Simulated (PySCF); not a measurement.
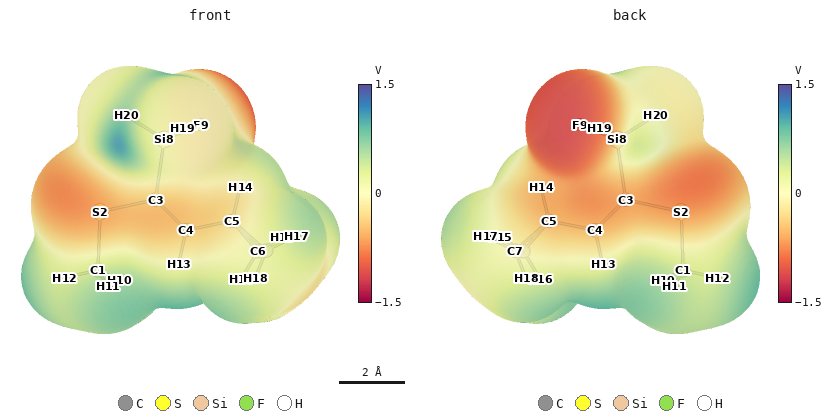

Figure 1: C₆H₁₁FSSi (SMILES CS/C(=C/C1CC1)[SiH2]F). The electrostatic potential painted on the density surface at 0.001 e/bohr³, seen from the front and from behind; red is negative and blue positive.

Geometry: GFN2-xTB.

Method: PySCF 2.14.0, PBE0/pcSseg-1, SCF density, gas phase, non-relativistic.

```csv
atom,x (Å),y (Å),z (Å)
C,2.9051,-0.3291,-1.3795
S,2.5412,1.0474,-0.2505
C,0.8430,0.8296,0.2110
C,0.0675,-0.1328,-0.2931
C,-1.3425,-0.3264,0.0647
C,-2.3170,-0.7582,-1.0030
C,-1.9173,-1.7197,0.0664
Si,0.3020,2.1467,1.4510
F,-0.3184,1.4029,2.7435
H,2.7274,-1.2751,-0.8764
H,2.3066,-0.2430,-2.2820
H,3.9580,-0.2315,-1.6245
H,0.4483,-0.8468,-1.0123
H,-1.7173,0.3544,0.8173
H,-3.3109,-0.3389,-0.9781
H,-1.9365,-0.9171,-2.0010
H,-2.6333,-1.9688,0.8338
H,-1.2635,-2.5368,-0.1998
H,-0.7898,2.9632,0.9365
H,1.4420,2.8907,1.9535
```

Where is the surface potential most negative and most positive?

The most negative region (about −1.1 V) lies over F9, the most positive (about +0.9 V) over Si8 and H13.

How polar is the molecule by this calculation?

Its dipole moment is 2.61 D.
